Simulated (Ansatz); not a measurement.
# C3H10Si2: up Jacob's ladder to CCSD(T), part 2 of 2

Ansatz 0.2.0, Gaussian basis; functionals in def2-TZVPP, the program's frozen cores in correlated methods.

### 7 ωB97M-V (range-separated)

in.yaml

```yaml
crystal:
  periodic: [false, false, false]
  atoms:
    - {symbol: C, position_ang: [-1.439751, -0.791183, -0.174577]}
    - {symbol: C, position_ang: [-0.108181, -0.080738, -0.019620]}
    - {symbol: Si, position_ang: [1.393887, -1.166101, -0.113381]}
    - {symbol: C, position_ang: [0.008346, 1.291076, -0.736556]}
    - {symbol: Si, position_ang: [-0.004706, 1.396864, 1.104362]}
    - {symbol: H, position_ang: [-1.536280, -1.229819, -1.174232]}
    - {symbol: H, position_ang: [-1.554516, -1.594925, 0.556956]}
    - {symbol: H, position_ang: [-2.282127, -0.104753, -0.039872]}
    - {symbol: H, position_ang: [1.341638, -2.225969, 0.930351]}
    - {symbol: H, position_ang: [2.619244, -0.344404, 0.089647]}
    - {symbol: H, position_ang: [1.497895, -1.829740, -1.446116]}
    - {symbol: H, position_ang: [0.925029, 1.497727, -1.281730]}
    - {symbol: H, position_ang: [-0.879009, 1.600396, -1.282452]}
    - {symbol: H, position_ang: [1.242696, 1.698371, 1.837151]}
    - {symbol: H, position_ang: [-1.245966, 1.832496, 1.779369]}
basis:
  gaussian: {orbitals: def2-TZVPP}
hamiltonian: {xc: {name: wB97M-V}}
output: {forces: true, orbitals: {seedname: orbitals}}
```

On the command line:

```
> ansatz run in.yaml --threads 4 --pin off --events-out ev --progress --plain --max-ram 10444MiB
```

The log of the run, cut to the lines that bear on the results:

```text
Functional definition: wB97M-V
  name "wB97M-V"
  cite "Mardirossian & Head-Gordon, J. Chem. Phys. 144, 214110 (2016) doi:10.1063/1.4952647"
  cite "Becke, J. Chem. Phys. 107, 8554 (1997) doi:10.1063/1.475007"
  cite "Vydrov & Van Voorhis, J. Chem. Phys. 133, 244103 (2010) doi:10.1063/1.3521275"
  # Of w^i u^j: cxij and so on, Table III.
[...]
  gx(w, u) = 1 - cx + cx01*u + cx10*w
  gss(w, u) = css00 + css04*u^4 + css10*w + css20*w^2 + css43*w^4*u^3
  gos(w, u) = cos00 + cos10*w + (cos20 + cos21*u)*w^2 + (cos60 + cos61*u)*w^6
[...]
      + integral(e_c_pw_mod_opposite_spin*gos(b97_w_opposite, b97_u_opposite)) + vv10(b, c)
1712 factors; their error is unknown
431 factors; integrals over basis functions are off by at most 1.0e-5 eV
[...]
Atom 5 at    -1.536280    -1.229819    -1.174232 Å, force     0.000845     0.031151     0.071873 eV/Å
Atom 6 at    -1.554516    -1.594925     0.556956 Å, force     0.005447     0.052201    -0.048814 eV/Å
Atom 7 at    -2.282127    -0.104753    -0.039872 Å, force     0.054829    -0.041699    -0.009940 eV/Å
Atom 8 at     1.341638    -2.225969     0.930351 Å, force     0.000653     0.116537    -0.109706 eV/Å
Atom 9 at     2.619244    -0.344404     0.089647 Å, force    -0.133589    -0.075544    -0.017073 eV/Å
Atom 10 at     1.497895    -1.829740    -1.446116 Å, force    -0.014706     0.072066     0.144749 eV/Å
Atom 11 at     0.925029     1.497727    -1.281730 Å, force    -0.067165    -0.026636     0.027837 eV/Å
Atom 12 at    -0.879009     1.600396    -1.282452 Å, force     0.064691    -0.032851     0.034609 eV/Å
Atom 13 at     1.242696     1.698371     1.837151 Å, force    -0.142573    -0.038253    -0.084944 eV/Å
Atom 14 at    -1.245966     1.832496     1.779369 Å, force     0.141405    -0.052224    -0.078835 eV/Å
Dipole moment:    -0.160016     0.114262     0.036989 e Å
```

Run time: 14 s. Hardware: 4 threads of AMD EPYC 7B13, shared host; peak memory 1.5 GiB.

With the free atoms at this level, -18971.378 eV in sum, the atomisation energy is 1276.5 kcal/mol. HOMO -8.90 eV, LUMO 1.68 eV.

### 8 B2PLYP (double hybrid)

Edit in.yaml of step 7 so:

```diff
@@ -20,3 +20,2 @@
   gaussian: {orbitals: def2-TZVPP}
-hamiltonian: {xc: {name: wB97M-V}}
-output: {forces: true, orbitals: {seedname: orbitals}}
+hamiltonian: {xc: {name: B2PLYP}}
```

The command is unchanged.

The log of the run, cut to the lines that bear on the results:

```text
Functional definition: B2PLYP
  name "B2PLYP"
  cite "Grimme, J. Chem. Phys. 124, 034108 (2006) doi:10.1063/1.2148954"
  cite "Becke, Phys. Rev. A 38, 3098 (1988) doi:10.1103/PhysRevA.38.3098"
  cite "Lee, Yang & Parr, Phys. Rev. B 37, 785 (1988) doi:10.1103/PhysRevB.37.785"
[...]
1808 factors; integrals over basis functions are off by at most 8.7e-4 eV
[...]
mean field -19013.17465452 eV, -698.7212809611 hartree, gradient 5.9e-6 eV, S^2 0.000000; 0 other end points of the search recorded, 0 dependent functions left out
13 core orbitals not correlated: weight in the atoms' cores, before any rotation towards them, 1.000 or more for the frozen orbitals, at most 0.000 for the correlated occupied ones
reference -19013.17485970 eV, -698.7212885012 hartree; 15, 15 occupied and 289, 289 virtual orbitals, 1808 factors
second order -25.74836469 eV of doubles, -0.00000000 eV of singles
Total energy: -19020.12691817 eV, -698.9767719376 hartree
```

Wall time 7.5 s (4 threads of AMD EPYC 7B13, shared host); peak memory 1.1 GiB.

Atomisation energy: 1256.8 kcal/mol (free atoms -18965.625 eV, run apart).

### 9 Frontier levels by functional

Dipoles come from the runs that computed forces. Levels are read from the orbital files that the runs wrote:

```
functional  HOMO (eV)  LUMO (eV)  gap (eV)  dipole (D)
    PBE-D4      -5.73      -0.77      4.96        0.93
 r2SCAN-D4      -5.91      -0.48      5.43        0.94
   PBE0-D4      -6.79       0.05      6.83            
  B3LYP-D4      -6.59      -0.17      6.42        0.93
   ωB97X-V      -9.02       1.98     11.00            
   ωB97M-V      -8.90       1.68     10.58        0.96
```

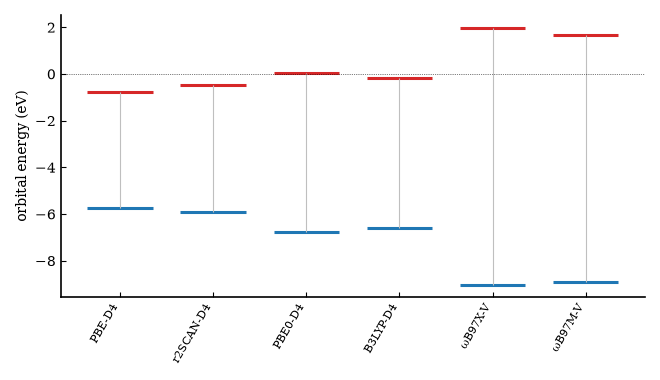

Highest occupied (blue) and lowest empty (red) level by functional.

### 10 CCSD(T) in def2-TZVPP

Edit in.yaml of step 8 so:

```diff
@@ -20,2 +20,2 @@
   gaussian: {orbitals: def2-TZVPP}
-hamiltonian: {xc: {name: B2PLYP}}
+correlation: {method: ccsd_t}
```

Same command.

The log of the run, cut to the lines that bear on the results:

```text
Functional definition: HF
  name "HF"
  cite "Fock, Z. Phys. 61, 126 (1930) doi:10.1007/BF01340294"
  parent pbe
[...]
1808 factors; integrals over basis functions are off by at most 8.7e-4 eV
[...]
mean field -18974.66486219 eV, -697.3060721957 hartree, gradient 8.8e-6 eV, S^2 0.000000; 0 other end points of the search recorded, 0 dependent functions left out
13 core orbitals not correlated: weight in the atoms' cores, before any rotation towards them, 1.000 or more for the frozen orbitals, at most 0.000 for the correlated occupied ones
reference -18974.66486219 eV, -697.3060721957 hartree; 15, 15 occupied and 289, 289 virtual orbitals, 1808 factors
second order -21.08379321 eV of doubles, -0.00000000 eV of singles
cycle   1  -22.07173482 eV  change   -9.9e-1 eV  update   1.0e-1
[...]
cycle   9  -22.79800284 eV  change   -3.3e-6 eV  update   1.8e-5
perturbative correction -0.95445058 eV, -0.0350754120 hartree
Total energy: -18998.41731561 eV, -698.1789587588 hartree
```

It took 10 min on 4 threads of AMD EPYC 7B13, shared host; peak memory 4.5 GiB.

### 11 MP2 in def2-QZVPP

Edit in.yaml of step 10 so:

```diff
@@ -19,3 +19,3 @@
 basis:
-  gaussian: {orbitals: def2-TZVPP}
-correlation: {method: ccsd_t}
+  gaussian: {orbitals: "def2-QZVPP.json"}
+correlation: {method: mp2}
```

Same command.

The log of the run:

```text
Functional definition: HF
  name "HF"
  cite "Fock, Z. Phys. 61, 126 (1930) doi:10.1007/BF01340294"
  parent pbe
  exchange = exact_x
  correlation = 0
3574 factors; integrals over basis functions are off by at most 9.2e-4 eV
mean field evaluation 1: about -18969.5695 eV, gradient 4.3e1 eV
mean field evaluation 2: about -18969.7228 eV, gradient 4.3e1 eV
mean field evaluation 4: about -18975.1939 eV, gradient 5.4e0 eV
mean field evaluation 8: about -18975.3061 eV, gradient 2.7e-1 eV
mean field -18975.30644069 eV, -697.3296497706 hartree, gradient 1.1e-6 eV, S^2 0.000000; 0 other end points of the search recorded, 0 dependent functions left out
13 core orbitals not correlated: weight in the atoms' cores, before any rotation towards them, 1.000 or more for the frozen orbitals, at most 0.000 for the correlated occupied ones
reference -18975.30644069 eV, -697.3296497706 hartree; 15, 15 occupied and 583, 583 virtual orbitals, 3574 factors
second order -22.44489793 eV of doubles, -0.00000000 eV of singles
Total energy: -18997.75133862 eV, -698.1544845560 hartree
```

Wall time 34 s (4 threads of AMD EPYC 7B13, shared host); peak memory 5.7 GiB.

Energy pieces by basis (eV):

```
     basis           HF  MP2 correlation  CCSD correlation      (T)              total
def2-TZVPP  -18974.6649         -21.0838          -22.7980  -0.9545        -18998.4173
def2-QZVPP  -18975.3064         -22.4449                             -18997.7513 (MP2)
```

The report of the def2-TZVPP run gives T1 = 0.0112.

### 12 From triple and quadruple zeta to the limit

No new run: Hartree-Fock is extrapolated as exp(−7.88√X) and correlation as X^−2.97, with X = 3 and 4; only MP2 was run in the larger set, so CCSD(T) minus MP2 is added from the smaller one.

```
  level  energy at the limit (eV)
     HF               -18975.3948
    MP2               -18998.8479
   CCSD               -19000.5621
CCSD(T)               -19001.5166
```

### 13 Atomisation energies

Atomisation energy = energies of 3 C, 2 Si, 10 H (separate runs, same level) minus the molecule's; electronic only, no spin-orbit term.

Differences are taken before rounding.

```
            method             rung  atomisation energy (kcal/mol)  from CCSD(T)/CBS (kcal/mol)    time
            PBE-D4              GGA                         1283.2                        +10.0   3.3 s
         r2SCAN-D4         meta-GGA                         1275.8                         +2.6   5.5 s
           PBE0-D4           hybrid                         1274.4                         +1.2     4 s
          B3LYP-D4           hybrid                         1272.1                         -1.1     7 s
           ωB97X-V  range-separated                         1279.3                         +6.1     9 s
           ωB97M-V  range-separated                         1276.5                         +3.3    14 s
            B2PLYP    double hybrid                         1256.8                        -16.4   7.5 s
     HF/def2-TZVPP     wavefunction                          959.4                       -313.8        
    MP2/def2-TZVPP     wavefunction                         1250.8                        -22.4        
   CCSD/def2-TZVPP     wavefunction                         1228.9                        -44.3        
CCSD(T)/def2-TZVPP     wavefunction                         1244.0                        -29.3  10 min
           MP2/CBS     wavefunction                         1280.1                         +6.8        
       CCSD(T)/CBS     wavefunction                         1273.2                            0  11 min
```

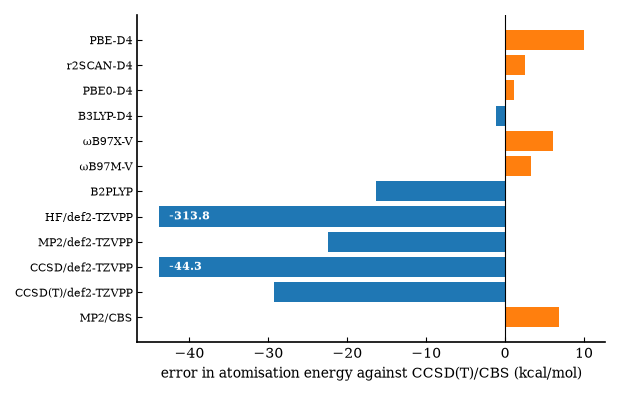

How far each level lands from CCSD(T)/CBS. Bars with a number in them are cut short.

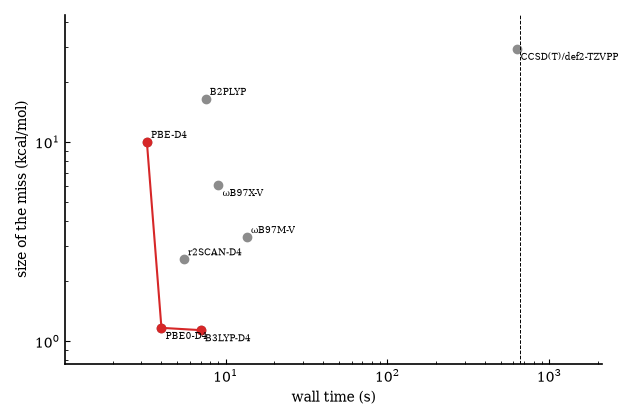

Miss against cost. Red marks the levels that no quicker level drawn beats (of those quicker than the yardstick), and the dashed line is the time of CCSD(T)/CBS. Times are from a shared host.

B2PLYP carry no dispersion term (for B3LYP, D4 adds 14.2 kcal/mol).

Times are those of the molecule's run; HF, MP2 and CCSD come out of the CCSD(T) runs, and the limit's time is the sum of the runs that it needs.

### 14 What came out

The summary covers parts 1 to 2.

```
                               quantity                                           value
        atomisation energy, CCSD(T)/CBS                                 1273.2 kcal/mol
functionals within 6.4 kcal/mol (0.5 %)  r2SCAN-D4, PBE0-D4, B3LYP-D4, ωB97X-V, ωB97M-V
                               farthest                         B2PLYP (-16.4 kcal/mol)
             mean size of error, hybrid                                    1.2 kcal/mol
    mean size of error, range-separated                                    4.7 kcal/mol
              gap, smallest and largest            4.96 eV (PBE-D4), 11.00 eV (ωB97X-V)
                          T1 diagnostic                                          0.0112
triples share of the correlation energy                                           4.0 %
```

PBE-D4 misses by +10.0 kcal/mol. Double hybrids carry the basis error of their MP2 part in triple zeta, and no dispersion term here, so their miss is partly the set-up's. Misses under about 6.4 kcal/mol are within the doubt on the reference itself, which lacks core-valence correlation, relativity and higher excitations. Hartree-Fock recovers 75 % of the binding; the rest is correlation. Orbital gaps span 5.0 to 11.0 eV; exact exchange widens them.

B3LYP-D4 reaches 1.1 kcal/mol from the reference in 7 s, where CCSD(T)/CBS took 11 min; the quickest level in the cost chart, PBE-D4, takes 3.3 s and misses by 10.0 kcal/mol.
